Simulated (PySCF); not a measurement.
# C3H5FO2: electronic excitations and core binding energies

What electronic excitations and core binding energies should C3H5FO2 (`F[C@@H]1COCO1`) show?

Computed with PySCF 2.14.0, with density-fitted response routines of our own, on a single molecule in the gas phase. Atoms count from 0, in the outputs and in this text.

### 1 Starting geometry

11 atoms, charge 0, multiplicity 1; geometry from: GFN2-xTB.

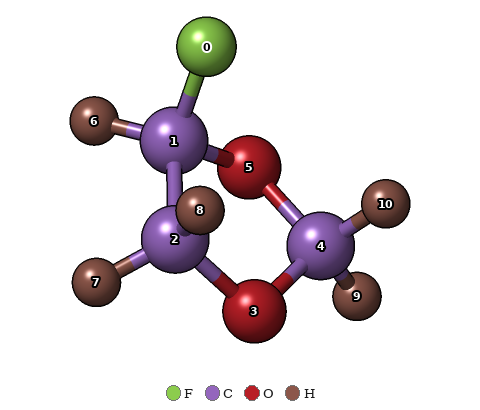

As it starts; fluorine green, carbon purple, oxygen red, hydrogen brown, atoms numbered.

### 2 Ultraviolet spectrum: wB97X-D/def2-SVPD

What the job is given:

```
{"job": {"kind": "uv", "xc": "wB97X-D", "basis": "def2-SVPD", "nstates": 8, "ntriplets": 3}, "charge": 0, "multiplicity": 1}
F     -0.592980     1.749657     0.775187
C     -0.511784     0.871567    -0.290292
C     -0.921751    -0.539068     0.191548
O      0.241582    -1.311116    -0.013249
C      1.297983    -0.400265    -0.060670
O      0.787134     0.743369    -0.712888
H     -1.127298     1.306266    -1.083613
H     -1.735173    -0.972503    -0.389423
H     -1.193525    -0.495577     1.253511
H      2.116589    -0.814791    -0.650579
H      1.644648    -0.134869     0.954505
```

Method: TDDFT wB97X-D/def2-SVPD, vertical, gas phase, core orbitals frozen in the response.

**Question.** This job is followed by: delta-SCF UKS SCAN, pcX-2 on the ionised atom, pcseg-1 elsewhere, spin-free X2C. Predict these results of the whole session: lowest singlet (wB97X-D/def2-SVPD); brightest single state of those computed; lowest triplet; C1s binding energies, SCAN/pcX-2; O1s binding energies, SCAN/pcX-2; F1s binding energies, SCAN/pcX-2.

**Answer**, as computed:

| quantity | value |
| --- | --- |
| lowest singlet (wB97X-D/def2-SVPD) | 8.01 eV (155 nm), f = 0.009 |
| brightest single state of those computed | state 4, 9.07 eV, f = 0.049 |
| lowest triplet | 7.88 eV |
| C1s binding energies, SCAN/pcX-2 | C1 294.86, C4 294.07, C2 292.82 eV |
| O1s binding energies, SCAN/pcX-2 | O5 539.44, O3 539.17 eV |
| F1s binding energies, SCAN/pcX-2 | F0 692.55 eV |

In words: The first singlet state (HOMO→LUMO 0.79) lies at 8.01 eV and is weak; of the 8 states computed, the strongest absorption comes from state 4 at 9.07 eV. The lowest triplet lies 0.13 eV below the lowest singlet (triplets in Tamm-Dancoff, singlets in full TDDFT). The C1s levels kept as sound span 2.04 eV, from C2 (sp3 CH2 bonded to O) up to C1 (sp3 CH bonded to F and O). The O1s levels kept as sound span 0.27 eV, from O3 (ether oxygen) up to O5 (ether oxygen).
